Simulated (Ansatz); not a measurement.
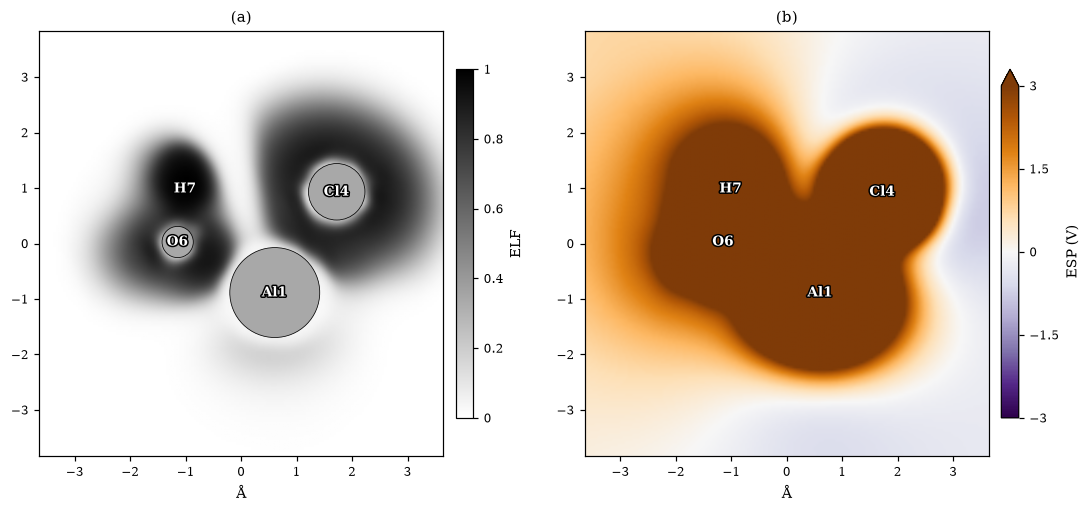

AlCl₂H₃O. (a) ELF; (b) molecular electrostatic potential on the plane of atoms Al1, O6 and H7. Grey discs cover the atomic cores in the ELF map.

The reactant side of a reaction path; geometry: PBE0-D4/def2-TZVP.

Computed with RKS PBE0-D4/def2-TZVPP in Ansatz.

```xyz
7

Al   -0.4262   -0.6659    0.2450
H    -0.1114   -0.7219    1.7878
Cl    0.0946   -2.3251   -0.9444
Cl   -2.1526    0.4080   -0.3981
H     1.4190    1.0904    0.3558
O     0.8350    0.7403   -0.3269
H     0.3417    1.4740   -0.7192
```

Q: Interpret the plot.

A:
- The section cuts through Al, Cl, O and H sites.
- Al–O (1.97 Å): the ELF peaks at about 0.90 in the valence shell of O, 0.6 Å from its nucleus, and is about 0.55 at the midpoint.
- Al–Cl (2.13 Å): the ELF peaks at about 0.85 in the valence shell of Cl, 0.9 Å from its nucleus, and is about 0.85 at the midpoint.
- O–H (0.97 Å): the ELF climbs to about 1 towards the hydrogen, as it does in any bond to H: a covalent bond by its length.
- The ELF also peaks beside Cl4, away from the bonds: lone-pair regions.
- Outside the dense part of the molecule the potential is most negative (−0.8 V) near Cl4.
